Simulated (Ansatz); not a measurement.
# Nudged elastic band, with input and output: C3H7IO2

- system: C3H7IO2, SMILES CCC(O)(O)I
- method: RKS BLYP-D4/def2-SVP (Ansatz 0.2.0)

One setting was made poor on purpose. It belongs to a series of runs on one base structure; here: band between the two ends. Figures and captions count atoms from 1; the log counts them from 0 in places.

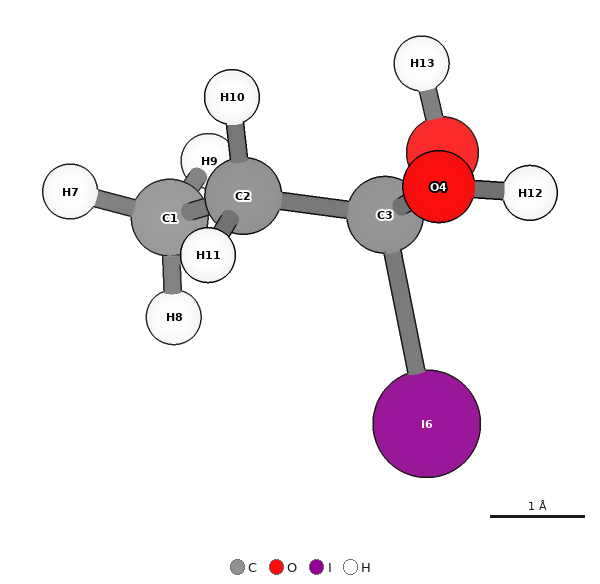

Fig. 1: The starting structure (ball-and-stick view, seen at a tilt; atoms are numbered from 1 in the order of the input).

Key numbers:

- outcome: converged
- barrier, forward: 0.002 eV
- barrier, backward: 0.231 eV
- hardware: 2 threads of Arm Neoverse N1, 16 GiB of memory available, shared host
- wall time: 5.6 min (CPU time 11 min)
- peak memory: 0.21 GiB

Notes:

A deliberately poor setting: straight start. The order of the saddle point was not checked.

The input:
```yaml
crystal:
  periodic: [false, false, false]
  atoms:
    - { symbol: C, position_ang: [-0.063871, -1.336808, 1.000133] }
    - { symbol: C, position_ang: [0.36075, -0.643849, -0.299774] }
    - { symbol: C, position_ang: [-0.17507, 0.77752, -0.492798] }
    - { symbol: O, position_ang: [0.336061, 1.289175, -1.666997] }
    - { symbol: O, position_ang: [0.007903, 1.631019, 0.602433] }
    - { symbol: I, position_ang: [-2.496171, 0.705485, -0.662654] }
    - { symbol: H, position_ang: [0.459804, -2.30682, 1.107434] }
    - { symbol: H, position_ang: [-1.154265, -1.527319, 1.01264] }
    - { symbol: H, position_ang: [0.176365, -0.710731, 1.881591] }
    - { symbol: H, position_ang: [1.470464, -0.534031, -0.333387] }
    - { symbol: H, position_ang: [0.087159, -1.240753, -1.190977] }
    - { symbol: H, position_ang: [0.038171, 2.221213, -1.732895] }
    - { symbol: H, position_ang: [0.973101, 1.6414, 0.79005] }
basis:
  gaussian: { orbitals: def2-SVP }
hamiltonian:
  xc: blyp
  dispersion: d4
neb:
  order_check: false
  images: 5
  f_tol: 0.03
  max_iterations: 60
  initial_path: linear
  final_atoms:
    - { symbol: C, position_ang: [0.04161366, -1.27124884, 1.00511787] }
    - { symbol: C, position_ang: [0.38394587, -0.67366726, -0.36439734] }
    - { symbol: C, position_ang: [-0.01401045, 0.78874563, -0.56092767] }
    - { symbol: O, position_ang: [0.40513518, 1.24961184, -1.76037923] }
    - { symbol: O, position_ang: [0.32092557, 1.66970345, 0.43981667] }
    - { symbol: I, position_ang: [-2.49758951, 0.80004392, -0.57809074] }
    - { symbol: H, position_ang: [0.41435763, -2.3117356, 1.07127527] }
    - { symbol: H, position_ang: [-1.05262382, -1.28483936, 1.17468904] }
    - { symbol: H, position_ang: [0.52057836, -0.70038169, 1.82777113] }
    - { symbol: H, position_ang: [1.48696636, -0.67998732, -0.51825536] }
    - { symbol: H, position_ang: [-0.06133637, -1.2626493, -1.18767641] }
    - { symbol: H, position_ang: [0.24327046, 2.21721504, -1.78471812] }
    - { symbol: H, position_ang: [-0.17083192, 1.42469049, 1.25057391] }
```

Command:
```bash
ansatz run input.yaml --threads 2 --pin off --max-ram 3072MiB --backend cpu --events-out ev --progress --plain --runs-dir out
```

What the program printed:
```
Engine: ansatz 0.2.0, aarch64-unknown-linux-gnu
Functional definition: BLYP
  parameter beta = 0.0042
  parameter a = 0.04918
  parameter b = 0.132
  parameter c = 0.2533
  parameter d = 0.349
  exchange = b88_x(beta = beta)
  correlation = lyp_c(a = a, b = b, c = c, d = d)
1482 factors; their error is unknown
mean field evaluation 1: about -15396.5784 eV, gradient 8.0e1 eV
mean field evaluation 2: about -15361.9821 eV, gradient 1.4e2 eV
mean field evaluation 4: about -15410.1882 eV, gradient 1.2e1 eV
mean field evaluation 8: about -15410.4921 eV, gradient 2.0e-1 eV
mean field evaluation 16: about -15410.4376 eV, gradient 2.2e-3 eV
mean field -15410.43762936 eV, -566.3231373091 hartree, gradient 8.9e-6 eV, S^2 0.000000; 0 other end points of the search recorded, 0 dependent functions left out
the calculation of the forces begins
reference -15410.43796344 eV, -566.3231495863 hartree; 33, 33 occupied and 98, 98 virtual orbitals, 1482 factors
1482 factors; their error is unknown
mean field evaluation 32: about -15410.6741 eV, gradient 7.3e-2 eV
mean field -15410.67408401 eV, -566.3318268573 hartree, gradient 4.4e-5 eV, S^2 0.000000; 0 other end points of the search recorded, 0 dependent functions left out
[... from here on the field's lines of each further geometry are left out, up to the last ...]
NEB iter   1: max|band force component| = 9.660e1 eV/Å  barrier→ = 13.0231 eV  barrier← = 13.2528 eV  Δτ_max = 0.1967 Å  (213 SCF iters)
NEB iter   2: max|band force component| = 4.204e1 eV/Å  barrier→ = 5.6775 eV  barrier← = 5.9072 eV  Δτ_max = 0.2000 Å  (187 SCF iters)
NEB iter   3: max|band force component| = 1.714e1 eV/Å  barrier→ = 1.6496 eV  barrier← = 1.8793 eV  Δτ_max = 0.2000 Å  (180 SCF iters)
NEB iter   4: max|band force component| = 7.901e0 eV/Å  barrier→ = 0.5666 eV  barrier← = 0.7963 eV  Δτ_max = 0.1982 Å  (162 SCF iters)
NEB iter   5: max|band force component| = 2.908e0 eV/Å  barrier→ = 0.1614 eV  barrier← = 0.3910 eV  Δτ_max = 0.1988 Å  (155 SCF iters)
NEB iter   6: max|band force component| = 1.625e0 eV/Å  barrier→ = 0.0229 eV  barrier← = 0.2525 eV  Δτ_max = 0.1194 Å  (163 SCF iters)
NEB iter   7: max|band force component| = 6.803e-1 eV/Å  barrier→ = 0.0045 eV  barrier← = 0.2341 eV  Δτ_max = 0.0553 Å  (160 SCF iters)
NEB iter   8: max|band force component| = 4.210e-1 eV/Å  barrier→ = 0.0025 eV  barrier← = 0.2321 eV  CI = image 1  Δτ_max = 0.0269 Å  (163 SCF iters)
NEB iter   9: max|band force component| = 2.236e-1 eV/Å  barrier→ = 0.0020 eV  barrier← = 0.2316 eV  CI = image 1  Δτ_max = 0.0246 Å  (165 SCF iters)
NEB iter  10: max|band force component| = 6.102e-2 eV/Å  barrier→ = 0.0017 eV  barrier← = 0.2313 eV  CI = image 1  Δτ_max = 0.0153 Å  (166 SCF iters)
NEB iter  11: max|band force component| = 3.294e-2 eV/Å  barrier→ = 0.0016 eV  barrier← = 0.2313 eV  CI = image 1  Δτ_max = 0.0109 Å  (158 SCF iters)
the calculation of the forces begins
reference -15410.66528370 eV, -566.3315034520 hartree; 33, 33 occupied and 98, 98 virtual orbitals, 1482 factors
1482 factors; their error is unknown
mean field evaluation 640: about -15410.4933 eV, gradient 2.1e-1 eV
mean field -15410.43644704 eV, -566.3230938598 hartree, gradient 1.8e-5 eV, S^2 0.000000; 1 other end points of the search recorded, 0 dependent functions left out
the calculation of the forces begins
reference -15410.43677927 eV, -566.3231060689 hartree; 33, 33 occupied and 98, 98 virtual orbitals, 1482 factors
NEB iter  12: max|band force component| = 2.921e-2 eV/Å  barrier→ = 0.0016 eV  barrier← = 0.2312 eV  CI = image 1  Δτ_max = 0.0000 Å  (330 SCF iters)
```

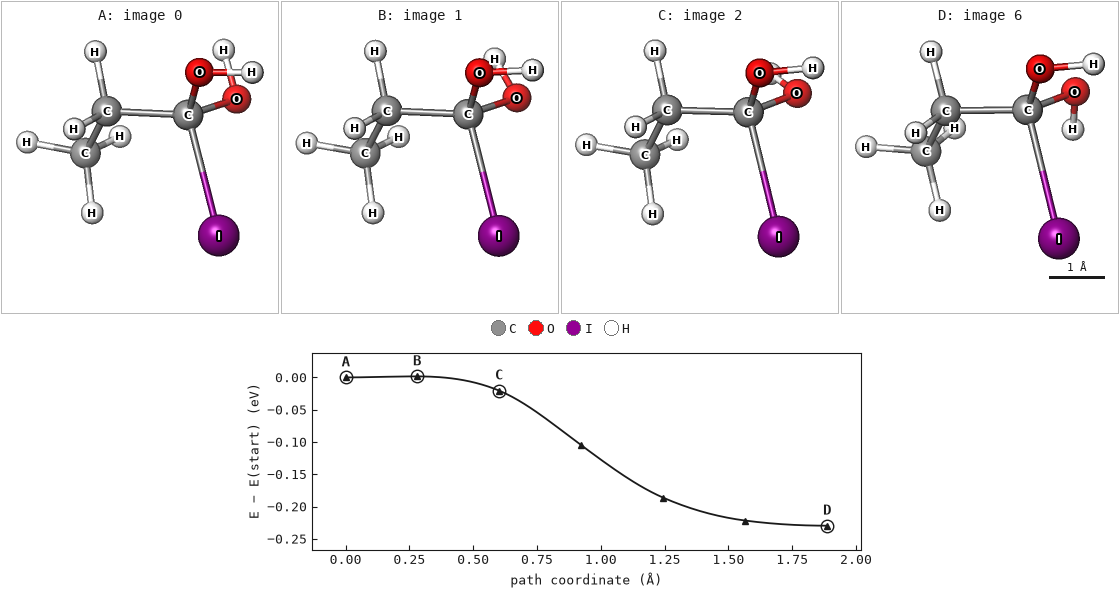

Fig. 2: Images of the last band (counted from 0; ball-and-stick, seen at a tilt) above the energy along the path; the line is a cubic interpolation that uses the forces. The highest image is number 1, 0.002 eV above the start and 0.231 eV above the end (the climbing image); the end lies 0.230 eV below the start. The path is 1.89 Å long. The band converged in 12 iterations.

```
Total energy: -15411.14033742 eV, -566.3489613542 hartree
Atom 0 at    -0.031284    -1.311335     1.000522 Å, force     0.001318    -0.000560    -0.002893 eV/Å
Atom 1 at     0.379781    -0.620061    -0.305528 Å, force     0.000597    -0.003830    -0.000568 eV/Å
Atom 2 at    -0.182682     0.787257    -0.516298 Å, force     0.000252     0.002255     0.011048 eV/Å
Atom 3 at     0.289608     1.284746    -1.709692 Å, force    -0.005747     0.002816    -0.000158 eV/Å
Atom 4 at    -0.002587     1.665464     0.553717 Å, force    -0.002143    -0.002454    -0.007632 eV/Å
Atom 5 at    -2.521279     0.656375    -0.677423 Å, force     0.003110     0.001077    -0.003327 eV/Å
Atom 6 at     0.499631    -2.277495     1.106488 Å, force    -0.000351     0.000766     0.001266 eV/Å
Atom 7 at    -1.120399    -1.507143     1.020901 Å, force    -0.000434    -0.000071     0.000752 eV/Å
Atom 8 at     0.211107    -0.688638     1.884821 Å, force    -0.000397     0.000249     0.000735 eV/Å
Atom 9 at     1.487601    -0.491581    -0.344560 Å, force    -0.000553     0.000527    -0.000977 eV/Å
Atom 10 at     0.114440    -1.230197    -1.189765 Å, force     0.000256    -0.000872     0.000154 eV/Å
Atom 11 at     0.022224     2.226890    -1.758573 Å, force     0.001041    -0.000160    -0.000926 eV/Å
Atom 12 at     0.874240     1.471222     0.950188 Å, force     0.003051     0.000258     0.002526 eV/Å
Dipole moment:     0.655123     0.000028     0.147094 e Å
this run last wrote the band of iteration 12 to [file]
```

The last band as extended XYZ (Å, eV, eV/Å):
```
13
Properties=species:S:1:pos:R:3:forces:R:3 image=0 energy=-15411.14162
C    -0.0639   -1.3368    1.0001   -0.0003   0.0002   0.0008
C     0.3608   -0.6438   -0.2998    0.0008   0.0011  -0.0022
C    -0.1751    0.7775   -0.4928   -0.0015   0.0023   0.0027
O     0.3361    1.2892   -1.6670   -0.0020  -0.0005   0.0005
O     0.0079    1.6310    0.6024   -0.0097   0.0032   0.0001
I    -2.4962    0.7055   -0.6627    0.0015  -0.0006  -0.0006
H     0.4598   -2.3068    1.1074    0.0000  -0.0006   0.0021
H    -1.1543   -1.5273    1.0126   -0.0003  -0.0006   0.0005
H     0.1764   -0.7107    1.8816    0.0011  -0.0010   0.0004
H     1.4705   -0.5340   -0.3334    0.0006  -0.0006   0.0000
H     0.0872   -1.2408   -1.1910    0.0001   0.0000  -0.0026
H     0.0382    2.2212   -1.7329    0.0025  -0.0001  -0.0008
H     0.9731    1.6414    0.7901    0.0072  -0.0027  -0.0010
13
Properties=species:S:1:pos:R:3:forces:R:3 image=1 energy=-15411.14000
C    -0.0313   -1.3113    1.0005    0.0013  -0.0006  -0.0029
C     0.3798   -0.6201   -0.3055    0.0006  -0.0038  -0.0006
C    -0.1827    0.7873   -0.5163    0.0003   0.0023   0.0110
O     0.2896    1.2847   -1.7097   -0.0057   0.0028  -0.0002
O    -0.0026    1.6655    0.5537   -0.0021  -0.0025  -0.0076
I    -2.5213    0.6564   -0.6774    0.0031   0.0011  -0.0033
H     0.4996   -2.2775    1.1065   -0.0004   0.0008   0.0013
H    -1.1204   -1.5071    1.0209   -0.0004  -0.0001   0.0008
H     0.2111   -0.6886    1.8848   -0.0004   0.0002   0.0007
H     1.4876   -0.4916   -0.3446   -0.0006   0.0005  -0.0010
H     0.1144   -1.2302   -1.1898    0.0003  -0.0009   0.0002
H     0.0222    2.2269   -1.7586    0.0010  -0.0002  -0.0009
H     0.8742    1.4712    0.9502    0.0031   0.0003   0.0025
13
Properties=species:S:1:pos:R:3:forces:R:3 image=2 energy=-15411.16196
C    -0.0049   -1.2935    0.9978    0.0016   0.0101  -0.0031
C     0.4070   -0.5998   -0.3078    0.0122   0.0030  -0.0036
C    -0.1591    0.8021   -0.5355    0.0190   0.0096  -0.0069
O     0.2408    1.2721   -1.7583   -0.0261  -0.0099  -0.0311
O     0.0628    1.7223    0.4741    0.0551   0.0362  -0.0453
I    -2.5469    0.6101   -0.6571   -0.0138  -0.0012   0.0136
H     0.5381   -2.2525    1.1078    0.0043   0.0084  -0.0002
H    -1.0917   -1.5014    1.0120    0.0069   0.0141   0.0009
H     0.2267   -0.6772    1.8919    0.0101   0.0045   0.0031
H     1.5139   -0.4684   -0.3459    0.0078   0.0000  -0.0055
H     0.1400   -1.2144   -1.1878   -0.0045   0.0074   0.0003
H     0.0047    2.2229   -1.7988    0.0037  -0.0038  -0.0153
H     0.6891    1.3431    1.1223   -0.0764  -0.0785   0.0930
13
Properties=species:S:1:pos:R:3:forces:R:3 image=3 energy=-15411.24626
C     0.0281   -1.2836    0.9897    0.0127   0.0105  -0.0042
C     0.4412   -0.5898   -0.3159    0.0203  -0.0087  -0.0124
C    -0.1250    0.8095   -0.5484    0.0373   0.0310  -0.0123
O     0.2163    1.2734   -1.7819   -0.0158  -0.0072  -0.0205
O     0.1436    1.7442    0.4224    0.1323   0.0016  -0.0841
I    -2.5613    0.5644   -0.6281   -0.0105   0.0131   0.0525
H     0.5875   -2.2318    1.1093    0.0063   0.0084  -0.0005
H    -1.0552   -1.5086    0.9968    0.0098   0.0207   0.0016
H     0.2468   -0.6668    1.8892    0.0217   0.0095  -0.0050
H     1.5464   -0.4511   -0.3475    0.0148  -0.0189  -0.0167
H     0.1729   -1.2069   -1.1930   -0.0117   0.0021  -0.0060
H    -0.0307    2.2216   -1.8239    0.0008  -0.0053  -0.0246
H     0.4096    1.2912    1.2462   -0.2180  -0.0568   0.1321
13
Properties=species:S:1:pos:R:3:forces:R:3 image=4 energy=-15411.32767
C     0.0634   -1.2818    0.9817    0.0120   0.0037  -0.0010
C     0.4662   -0.5970   -0.3311   -0.0019  -0.0203  -0.0107
C    -0.0925    0.8062   -0.5547    0.0332   0.0138   0.0000
O     0.2359    1.2790   -1.7817    0.0087  -0.0062  -0.0035
O     0.1926    1.7314    0.4156    0.0610   0.0072  -0.0357
I    -2.5576    0.5647   -0.5826    0.0118   0.0154   0.0352
H     0.6267   -2.2266    1.1073    0.0050  -0.0030  -0.0029
H    -1.0191   -1.5098    0.9969    0.0085   0.0108   0.0082
H     0.2913   -0.6560    1.8729    0.0252   0.0056  -0.0111
H     1.5711   -0.4611   -0.3705    0.0040  -0.0170  -0.0207
H     0.1833   -1.2142   -1.2035   -0.0127  -0.0078  -0.0081
H    -0.0413    2.2187   -1.8300    0.0052  -0.0022  -0.0030
H     0.1002    1.3121    1.2944   -0.1600   0.0000   0.0533
13
Properties=species:S:1:pos:R:3:forces:R:3 image=5 energy=-15411.36327
C     0.1109   -1.2844    0.9820    0.0054   0.0030   0.0036
C     0.4765   -0.6092   -0.3453   -0.0010  -0.0054  -0.0059
C    -0.0823    0.7969   -0.5538   -0.0040   0.0097   0.0003
O     0.2731    1.2894   -1.7625    0.0120  -0.0068   0.0120
O     0.1680    1.7142    0.4368    0.0099  -0.0051   0.0123
I    -2.5514    0.5503   -0.5789   -0.0013  -0.0024  -0.0001
H     0.6608   -2.2394    1.0892   -0.0007  -0.0047  -0.0060
H    -0.9740   -1.4955    1.0374    0.0053   0.0039   0.0093
H     0.3874   -0.6549    1.8548    0.0176  -0.0002  -0.0056
H     1.5802   -0.4751   -0.4149   -0.0027  -0.0078  -0.0107
H     0.1691   -1.2272   -1.2093   -0.0080  -0.0037   0.0014
H    -0.0084    2.2285   -1.8028    0.0075   0.0022   0.0086
H    -0.1894    1.3718    1.2821   -0.0401   0.0172  -0.0194
13
Properties=species:S:1:pos:R:3:forces:R:3 image=6 energy=-15411.37126
C     0.1639   -1.2697    0.9946    0.0001  -0.0017  -0.0023
C     0.4749   -0.6172   -0.3571    0.0004   0.0005   0.0004
C    -0.0925    0.7881   -0.5541    0.0026   0.0019  -0.0010
O     0.3060    1.3122   -1.7345    0.0008  -0.0024   0.0011
O     0.0993    1.6904    0.4652   -0.0041  -0.0017  -0.0003
I    -2.5568    0.4964   -0.6555    0.0001  -0.0011  -0.0001
H     0.6589   -2.2577    1.0642   -0.0008  -0.0003  -0.0002
H    -0.9254   -1.4190    1.1268    0.0003  -0.0004   0.0014
H     0.5423   -0.6554    1.8381   -0.0007   0.0000  -0.0002
H     1.5749   -0.4868   -0.4735    0.0009  -0.0018  -0.0010
H     0.1322   -1.2454   -1.2002   -0.0004   0.0018   0.0010
H     0.0278    2.2530   -1.7558   -0.0009   0.0010   0.0003
H    -0.3850    1.3767    1.2566    0.0016   0.0042   0.0010
```
